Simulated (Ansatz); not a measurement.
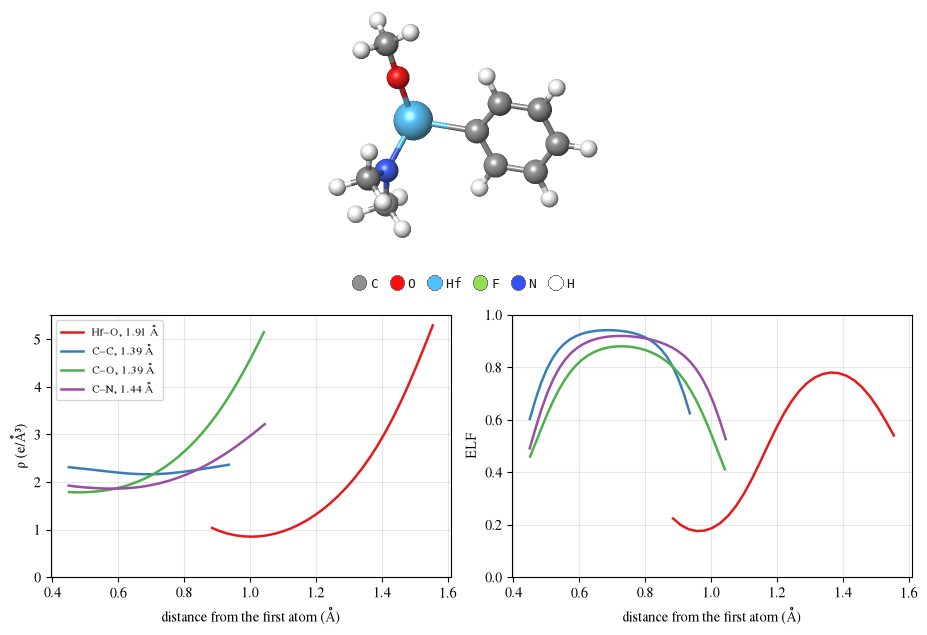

*C₉H₁₄FHfNO (SMILES C[O][Hf]([F])([c]1ccccc1)[N](C)C). Electron density and ELF along straight lines between neighbouring atoms. The curves leave out the atomic cores. The structure is drawn too.*

Geometry: PBE0-D4/def2-TZVP; core potentials replace the inner electrons of Hf.

All numbers below come from RKS PBE0-D4/def2-TZVPP in Ansatz.

```xyz
27

C    -2.6495   -2.6048   -0.9054
O    -1.5235   -1.7916   -0.9439
Hf   -0.0178   -0.6440   -1.2231
F     0.4186   -0.1115   -3.0240
C    -0.4508    1.2126   -0.0604
C    -1.7343    1.5046    0.4192
C    -2.0098    2.6774    1.1094
C    -0.9989    3.5986    1.3382
C     0.2839    3.3405    0.8761
C     0.5470    2.1636    0.1905
N     1.6208   -1.4132   -0.3231
C     1.6723   -2.4185    0.7084
C     2.9266   -0.9013   -0.6689
H    -3.0725   -2.7368   -1.9066
H    -2.3954   -3.5920   -0.5055
H    -3.4172   -2.1620   -0.2621
H    -2.5470    0.8007    0.2568
H    -3.0141    2.8736    1.4701
H    -1.2094    4.5163    1.8762
H     1.0788    4.0573    1.0533
H     1.5653    1.9907   -0.1524
H     0.6700   -2.7866    0.9412
H     2.2839   -3.2801    0.4035
H     2.1053   -2.0200    1.6368
H     2.8612   -0.1614   -1.4748
H     3.5968   -1.6992   -1.0190
H     3.4096   -0.4130    0.1896
```

Q: What can be read from the curves?

A: Hf–O (1.91 Å): ρ at the midpoint is about 0.88 e/Å³; the ELF peaks at about 0.80 in the valence shell of O, 0.6 Å from its nucleus, and drops to about 0.20 between the two atoms.
C–C (1.39 Å): ρ at the midpoint is about 2.2 e/Å³; the ELF peaks at about 0.95 between the atoms; localised, covalent bonding.
C–O (1.39 Å): ρ is about 2.1 e/Å³ halfway, with its minimum of 1.8 e/Å³ about 0.5 Å from C; the ELF peaks at about 0.90 between the atoms: a polar covalent bond.
C–N (1.44 Å): the density is about 2 e/Å³ at the midpoint; the ELF peaks at about 0.90 between the atoms: a shared electron pair.
